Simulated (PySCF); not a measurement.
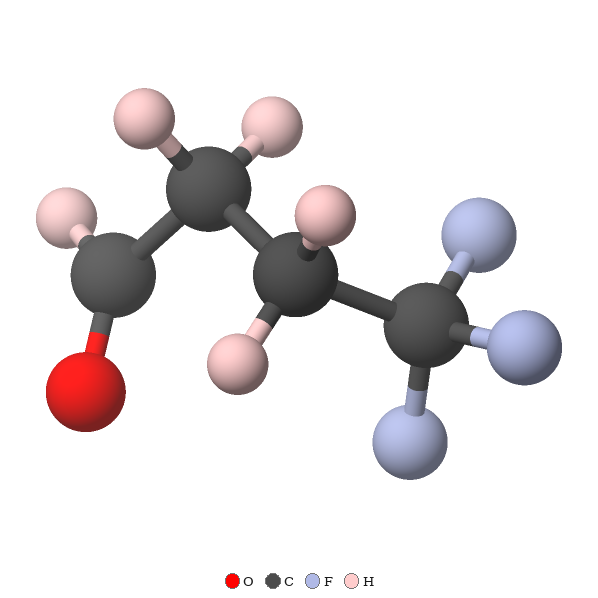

Geometry: an image of a reaction path computed with GFN2-xTB, not a minimum. Method: PBE0/pcSseg-1, gas phase (PySCF 2.14.0).

Computed properties:

The species is C₄H₅F₃O (`O=CCCC(F)(F)F`).
- dipole moment: 3.54 D
- HOMO energy (Kohn–Sham orbital): −7.88 eV
- LUMO energy (Kohn–Sham orbital): −0.94 eV
- HOMO–LUMO gap: 6.94 eV
